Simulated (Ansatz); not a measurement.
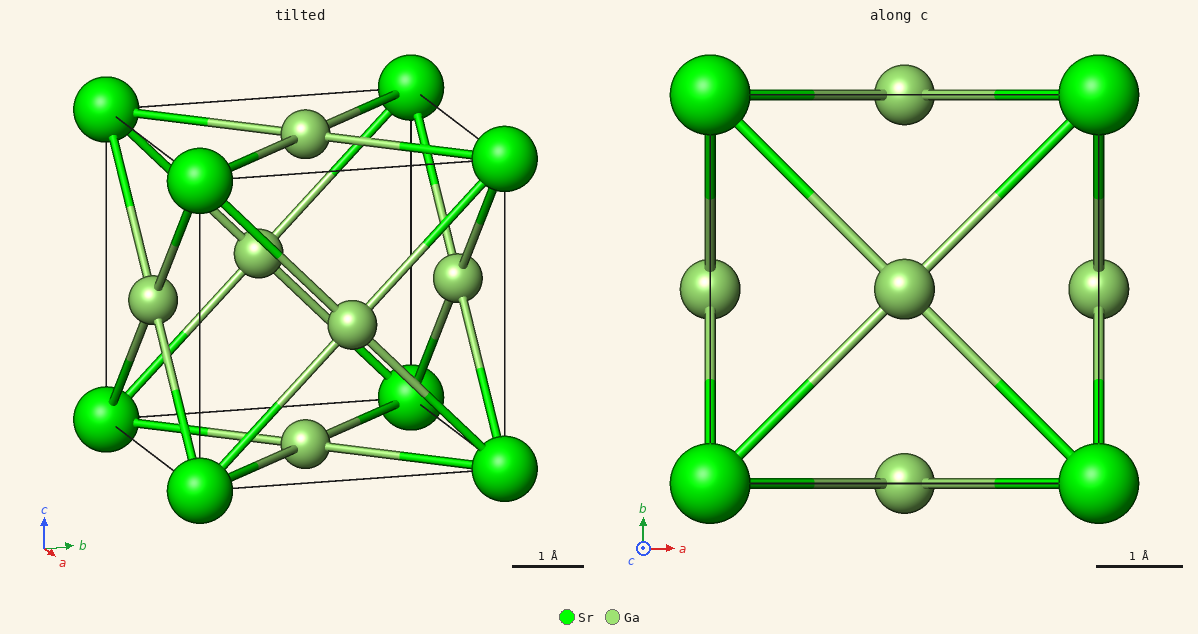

View slightly off an axis and along the c axis, drawn as a ball-and-stick model. The parallelepiped is the conventional unit cell.

SrGa₃, Cu₃Au (L1₂) type, space group Pm-3m (No. 221), a = 4.528 Å, b = 4.528 Å, c = 4.528 Å, α = 90.00°, β = 90.00°, γ = 90.00°. The initial geometry was a structure type filled with these elements by a generator (whether the compound takes this form wasn't checked). The cell was then strained or its atoms displaced on purpose. An electronic-structure calculation with Ansatz was run on it.

This one geometry was computed with Ansatz (DFT, plane waves, PAW) at five levels of theory: PBE, r2SCAN, PBEsol, PBE with spin-orbit coupling and LDA.

Which level gives the highest pressure at this volume, and what does that say about its equilibrium volume?

Highest: PBE (0.0 GPa) and PBE with spin-orbit coupling (0.0 GPa), which points to the largest equilibrium volume. Lowest, with the smallest volume: LDA (-4.3 GPa). Levels within 0.5 GPa of each other can't be told apart.

How does the band gap change with the level of theory?

All levels give a metal.

Collect the results in a table.

| level | cutoff (eV) | k-mesh of the run's cell | gap (eV) | pressure (GPa) |
| --- | --- | --- | --- | --- |
| PBE | 420 | 8×8×8 | metal | 0.0 |
| r2SCAN | 500 | 8×8×8 | metal | -1.2 |
| PBEsol | 420 | 8×8×8 | metal | -2.7 |
| PBE with spin-orbit coupling | 420 | 8×8×8 | metal | 0.0 |
| LDA | 420 | 8×8×8 | metal | -4.3 |

Gaps are taken on the k-mesh or band path of each run.
